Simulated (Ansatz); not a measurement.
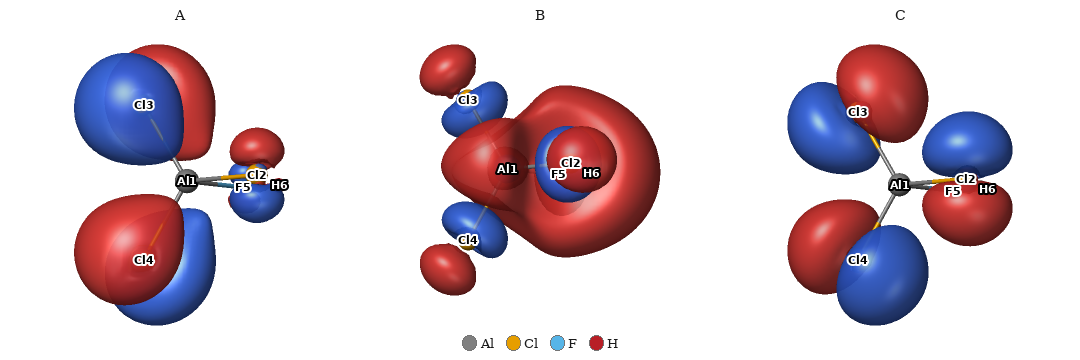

The picture shows: AlCl₃FH. Three frontier orbitals at ±0.06 Å⁻³ᐟ² (red and blue are the two phases), in no order.

Computed with RKS r2SCANh/6-31G* (Ansatz 0.2.0).

Input file:

```
crystal:
  periodic: [false, false, false]
  atoms:
    - { symbol: Al, position_ang: [-0.015876, 0.260766, -0.049097] }
    - { symbol: Cl, position_ang: [-0.022911, 0.401588, 2.135795] }
    - { symbol: Cl, position_ang: [1.787971, 0.303451, -1.067066] }
    - { symbol: Cl, position_ang: [-1.813976, 0.31385, -1.081952] }
    - { symbol: F, position_ang: [0.083167, -2.428416, 0.958522] }
    - { symbol: H, position_ang: [0.126925, -2.14744, 1.844597] }
basis:
  gaussian: { orbitals: "6-31G*" }
hamiltonian:
  xc: r2scanh
relax:
  f_tol: 0.03
  max_steps: 50
output:
  orbitals: {}
```

Run with:

```sh
ansatz run input.yaml --threads 2 --pin off --max-ram 3072MiB --backend cpu --events-out ev --progress --plain --runs-dir out
```

The fields are those of the run's last geometry, not of the input's.

Order the three orbitals by energy and name them.

A is the HOMO−1 (−8.86 eV). It lies mainly on Cl3 (about 45 %) and Cl4 (about 45 %); largely a combination of lone pairs on Cl3 and Cl4. C is the HOMO (−8.54 eV). Its weight (Hirshfeld) is mainly on Cl3 (about 40 %), Cl4 (about 40 %) and Cl2 (about 20 %); largely a combination of lone pairs on Cl3, Cl4 and Cl2. B is the LUMO (−0.80 eV). Its weight (Hirshfeld) is mainly on Al1 (about 25 %), H6 (about 25 %), F5 (about 20 %), Cl2 (about 15 %), Cl3 (about 10 %) and Cl4 (about 10 %).

What is the HOMO–LUMO gap?

7.74 eV between the orbital energies.
